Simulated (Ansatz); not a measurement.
Single-point calculation of C9H23GeN

The run: single-point calculation of C9H23GeN (GeEt3(NMeEt)). Method and program: RKS PBE0-D4/def2-TZVP (Ansatz 0.2.0).

The geometry comes from this level: PBE-D4/def2-SVP.

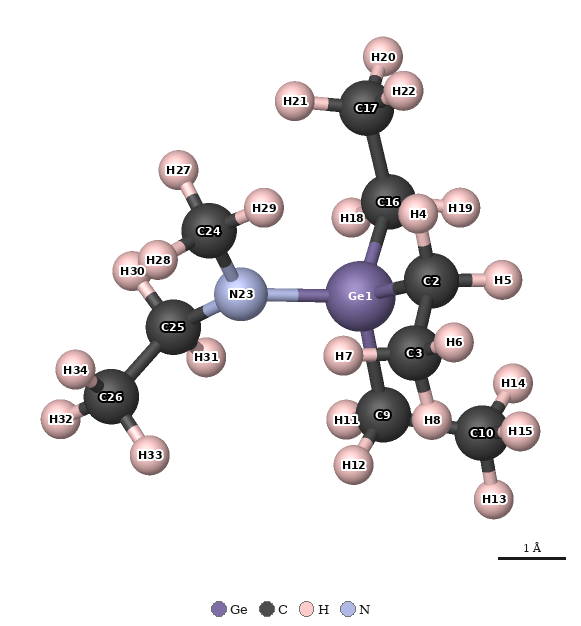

Figure 1. The structure as given in the input (ball-and-stick view, seen at a tilt; atoms are numbered from 1 in the order of the input). Sticks mark near contacts. Bond lengths as drawn: C–C 1.53 Å, C–Ge 1.98 to 1.99 Å, C–H 1.11 to 1.12 Å, C–N 1.45 Å and Ge–N 1.87 Å.

Results in brief

- outcome: converged
- total energy: −67701.3666 eV
- mean-field energy: −67700.5501 eV
- dispersion energy: −0.8164 eV
- SCF solution under orbital rotations: stable
- HOMO: −5.68 eV
- LUMO: 0.79 eV
- hardware: 6 threads of Arm Neoverse V2, 23 GiB of memory available, shared host
- wall time: 23 s (CPU time 2.1 min)
- peak memory: 3.1 GiB

The input
```yaml
crystal:
  periodic: [false, false, false]
  atoms:
    - {symbol: Ge, position_ang: [0.082382, 0.577735, 0.076595]}
    - {symbol: C, position_ang: [0.049851, 0.685459, 2.051573]}
    - {symbol: C, position_ang: [0.901366, -0.393247, 2.727918]}
    - {symbol: H, position_ang: [-1.005233, 0.635928, 2.395700]}
    - {symbol: H, position_ang: [0.403161, 1.703692, 2.323452]}
    - {symbol: H, position_ang: [0.854182, -0.331117, 3.835644]}
    - {symbol: H, position_ang: [0.574035, -1.411583, 2.433849]}
    - {symbol: H, position_ang: [1.970293, -0.307785, 2.440632]}
    - {symbol: C, position_ang: [1.946382, 0.687576, -0.582235]}
    - {symbol: C, position_ang: [2.700135, 1.911733, -0.050406]}
    - {symbol: H, position_ang: [1.925776, 0.697585, -1.692972]}
    - {symbol: H, position_ang: [2.457424, -0.254188, -0.289962]}
    - {symbol: H, position_ang: [3.738231, 1.963088, -0.441233]}
    - {symbol: H, position_ang: [2.200289, 2.861731, -0.334339]}
    - {symbol: H, position_ang: [2.771253, 1.902714, 1.057478]}
    - {symbol: C, position_ang: [-1.006302, 2.038175, -0.719714]}
    - {symbol: C, position_ang: [-2.490454, 1.972366, -0.345633]}
    - {symbol: H, position_ang: [-0.875315, 1.981986, -1.822168]}
    - {symbol: H, position_ang: [-0.559338, 3.007509, -0.406397]}
    - {symbol: H, position_ang: [-3.075901, 2.798003, -0.803001]}
    - {symbol: H, position_ang: [-2.951735, 1.020029, -0.680089]}
    - {symbol: H, position_ang: [-2.643421, 2.037049, 0.752401]}
    - {symbol: N, position_ang: [-0.563038, -1.114846, -0.384744]}
    - {symbol: C, position_ang: [-1.706528, -1.686049, 0.293590]}
    - {symbol: C, position_ang: [-0.334188, -1.631539, -1.724605]}
    - {symbol: C, position_ang: [0.300918, -3.028056, -1.749892]}
    - {symbol: H, position_ang: [-2.673023, -1.535234, -0.256559]}
    - {symbol: H, position_ang: [-1.597654, -2.785937, 0.446151]}
    - {symbol: H, position_ang: [-1.831519, -1.241150, 1.301217]}
    - {symbol: H, position_ang: [-1.291768, -1.655910, -2.310284]}
    - {symbol: H, position_ang: [0.331375, -0.932232, -2.276324]}
    - {symbol: H, position_ang: [0.445984, -3.382393, -2.791687]}
    - {symbol: H, position_ang: [1.287473, -3.015970, -1.241881]}
    - {symbol: H, position_ang: [-0.335074, -3.775125, -1.232077]}
basis:
  gaussian: {orbitals: def2-TZVP, initial_orbitals: start.molden}
hamiltonian: {xc: pbe0, dispersion: d4}
scf: {omitted_lower_state_checks: [starts]}
output: {orbitals: {seedname: orbitals}}
```

Command:
```bash
ansatz run in.yaml --threads 6 --pin off --events-out ev --progress --plain --max-ram 7833MiB
```

The program's output
```
Functional definition: PBE0
  name "PBE0"
  cite "Adamo & Barone, J. Chem. Phys. 110, 6158 (1999) doi:10.1063/1.478522"
  cite "Perdew, Burke & Ernzerhof, Phys. Rev. Lett. 77, 3865 (1996) doi:10.1103/PhysRevLett.77.3865"
  parent pbe
  parameter a = 0.25
  parameter kappa = 0.804
  parameter beta = 0.06672455060314922
  exchange = (1 - a)*pbe_x(kappa = kappa, mu = beta*pi^2/3) + a*exact_x
  correlation = pbe_c(beta = beta)
these checks for a lower state are left out or cut short: starts
3188 factors; their error is unknown
mean field evaluation 1: about -67694.5382 eV, gradient 1.8e2 eV
mean field evaluation 2: about -67700.2514 eV, gradient 5.9e0 eV
mean field evaluation 4: about -67700.5491 eV, gradient 7.9e-1 eV
mean field evaluation 8: about -67700.5501 eV, gradient 2.3e-5 eV
mean field -67700.55009366 eV, -2487.9493268611 hartree, gradient 2.3e-5 eV, S^2 0.000000; 0 other end points of the search recorded, 0 dependent functions left out
reference -67700.55014739 eV, -2487.9493288357 hartree; 58, 58 occupied and 438, 438 virtual orbitals, 3188 factors
Total energy: -67701.36656008 eV, -2487.9793314485 hartree
Checks for a lower state left out: starts
```

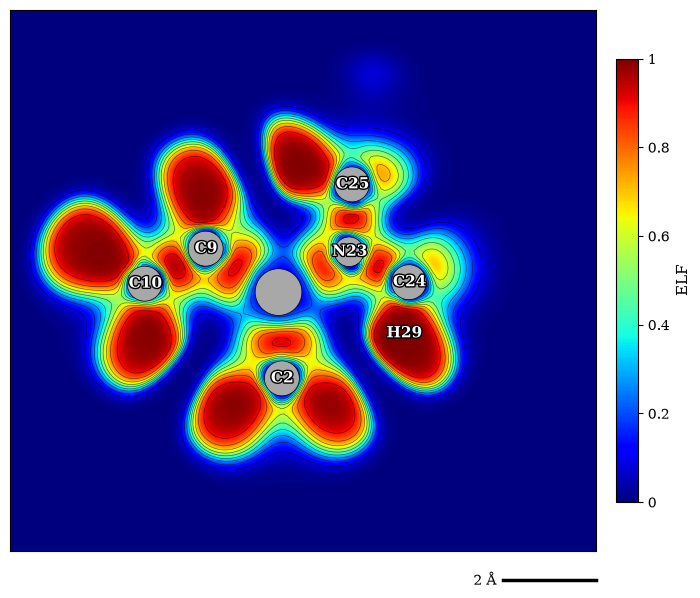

Figure 2. ELF on the plane of atoms N23, C24 and H29. Grey discs, where drawn, cover atomic cores. C–C (1.53 Å): the ELF peaks at about 0.95 between the atoms, which marks a covalent bond.

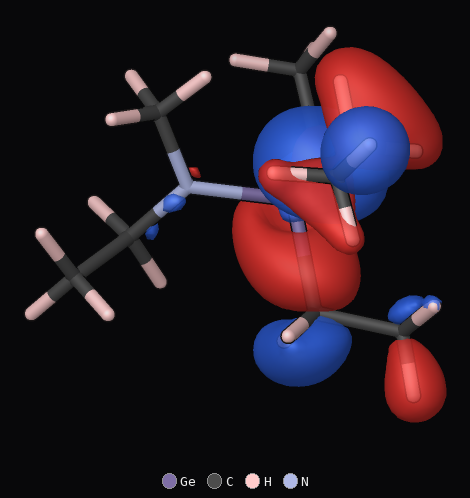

Figure 3. One frontier orbital at ±0.1 Å⁻³ᐟ² (red and blue are the two phases), seen at a tilt. The HOMO−1, at −7.59 eV. By Hirshfeld shares it lies mainly on C2 (25 %), Ge1 (20 %) and C9 (15 %).

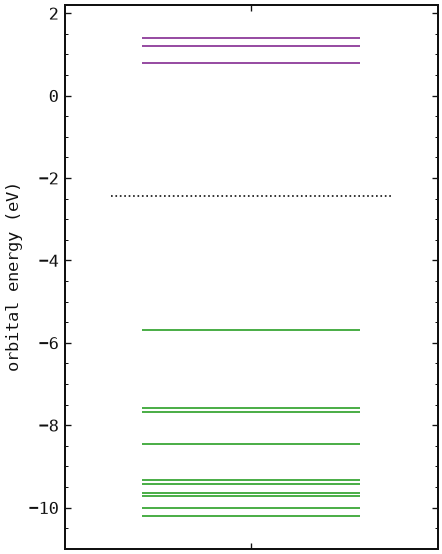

Figure 4. Orbital energies near the frontier; the dotted line parts filled from empty levels, and levels within 0.02 eV of each other stand side by side. Highest filled −5.68 eV, lowest empty 0.79 eV, 6.47 eV apart.
